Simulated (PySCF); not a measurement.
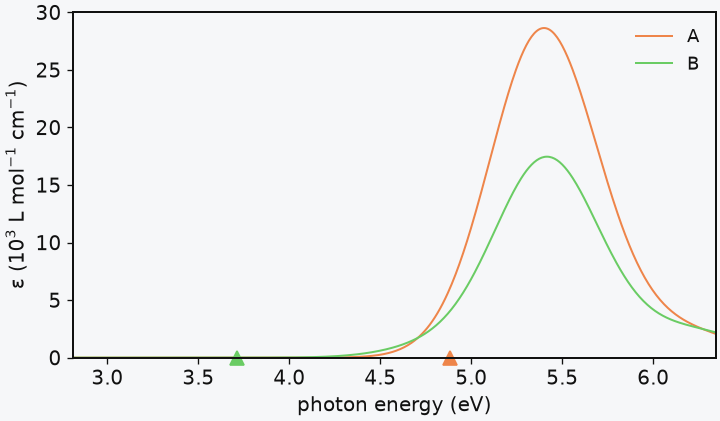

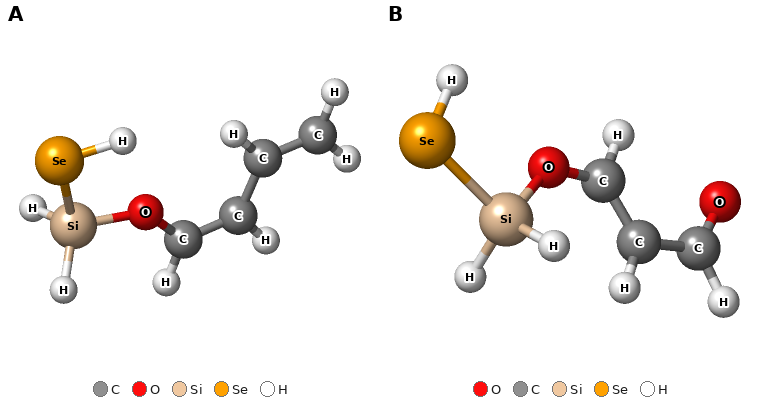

Related molecules: A is C₄H₈OSeSi, SMILES C=C/C=C\O[SiH2][SeH]; B is C₃H₆O₂SeSi, SMILES O=C/C=C/O[SiH2][SeH]. Vertical TDDFT absorption, PBE0/def2-SVPD in PySCF, at a GFN2-xTB geometry (no frequency check); Gaussians of 1/e half-width 0.40 eV, triangles mark S1, and the range ends where the computed states of one molecule run out.

> How does the lowest singlet move?

A: 4.88 eV (f = 0.001, mainly HOMO → LUMO+1 (95 %)); B: 3.71 eV (f = 0.000, mainly HOMO−1 → LUMO (97 %)). From A to B it shifts 1.17 eV to the red; the leading orbital pair differs.

> And the brightest state of each within the range drawn?

A: S3 at 5.37 eV, f = 0.62; B: S4 at 5.41 eV, f = 0.42.

Limits of at least one run: core orbitals are frozen in the response; one conformer of a flexible molecule; spin-orbit coupling is left out, and with Se it can shift these levels and split any degenerate set; the tight-binding geometry is rougher than a DFT one and adds to the error.
